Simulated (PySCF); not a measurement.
Vertical excitations of a molecule CH3F3Si from TDA-CAM-B3LYP/def2-SVPD in PySCF 2.14.0, as energy in eV (oscillator strength): 9.06 (0.001), 9.06 (0.001), 9.12 (0.013), 9.43 (0.010), 9.43 (0.010), 9.62 (0.000), 9.71 (0.267), 9.89 (0.164), 9.89 (0.164), 10.50 (0.136). Lowest triplet (TDA): 8.21 eV. Geometry: ωB97X-D3(BJ)/def2-SVP. Other conformers were not sampled.

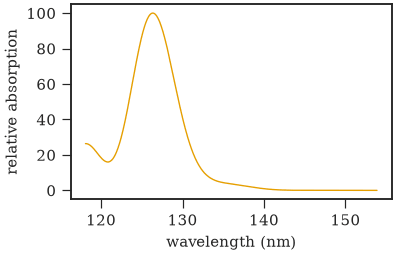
Figure: The lines broadened by 0.4 eV.

Problem. Identify the compound among the candidates.
A. C[Si](F)(F)F
B. FC(F)(F)[SiH3]
C. FC[SiH](F)F
D. F[SiH2]C(F)F

Solution. B, FC(F)(F)[SiH3]
